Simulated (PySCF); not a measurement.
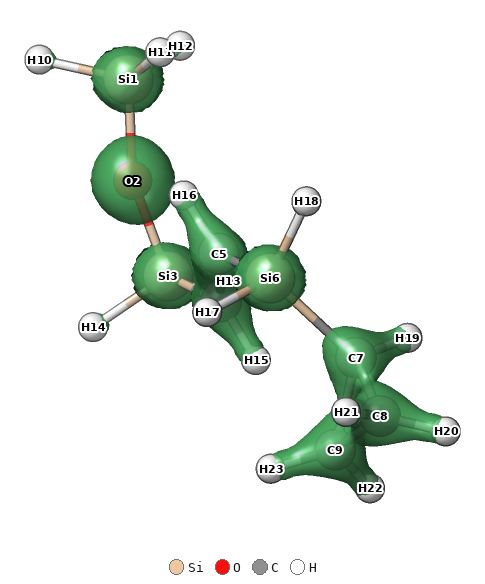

Figure. C5H14OSi3. Isosurface of the electron density at 1.5 e/Å³ (green), seen at an oblique angle.

Geometry: GFN2-xTB.

All numbers below come from PBE0/pcSseg-1, SCF density, gas phase, non-relativistic in PySCF 2.14.0.

```yaml
atoms:
  - { symbol: Si, position_ang: [4.4194, -0.7871, 0.5167] }
  - { symbol: O, position_ang: [3.4898, 0.4009, -0.0626] }
  - { symbol: Si, position_ang: [2.3718, 1.2125, -0.9134] }
  - { symbol: C, position_ang: [0.6548, 0.6047, -0.4380] }
  - { symbol: C, position_ang: [0.3891, -0.2131, 0.5801] }
  - { symbol: Si, position_ang: [-1.3182, -0.8207, 1.0920] }
  - { symbol: C, position_ang: [-2.5153, -0.6394, -0.3508] }
  - { symbol: C, position_ang: [-3.9837, -0.4474, -0.0960] }
  - { symbol: C, position_ang: [-3.1720, 0.6834, -0.6326] }
  - { symbol: H, position_ang: [5.3608, -0.1173, 1.4100] }
  - { symbol: H, position_ang: [3.5676, -1.7397, 1.2304] }
  - { symbol: H, position_ang: [5.0813, -1.4324, -0.6162] }
  - { symbol: H, position_ang: [2.6340, 0.9658, -2.3340] }
  - { symbol: H, position_ang: [2.5855, 2.6110, -0.5375] }
  - { symbol: H, position_ang: [-0.1744, 0.9575, -1.0414] }
  - { symbol: H, position_ang: [1.2247, -0.5558, 1.1800] }
  - { symbol: H, position_ang: [-1.8042, -0.0261, 2.2310] }
  - { symbol: H, position_ang: [-1.2496, -2.2358, 1.4871] }
  - { symbol: H, position_ang: [-2.2789, -1.2265, -1.2320] }
  - { symbol: H, position_ang: [-4.6895, -0.9335, -0.7538] }
  - { symbol: H, position_ang: [-4.3214, -0.3901, 0.9280] }
  - { symbol: H, position_ang: [-3.3176, 0.9780, -1.6622] }
  - { symbol: H, position_ang: [-2.9588, 1.5131, 0.0252] }
```

**What does this surface tell about the bonding?**

At this value the surface falls into 13 separate pieces. It bridges the sampled C–C (1.33 Å) and C–H (1.08 Å) contacts, where the density stays above the isovalue. It is pinched off along the sampled Si–O (1.62 Å) and C–Si (1.88 Å) contacts. On the grid the lowest density along these lines, outside the cores, is 2.3 e/Å³ (C–C, 1.33 Å), 0.97 e/Å³ (Si–O, 1.62 Å), 0.81 e/Å³ (C–Si, 1.88 Å) and 1.9 e/Å³ (C–H, 1.08 Å).
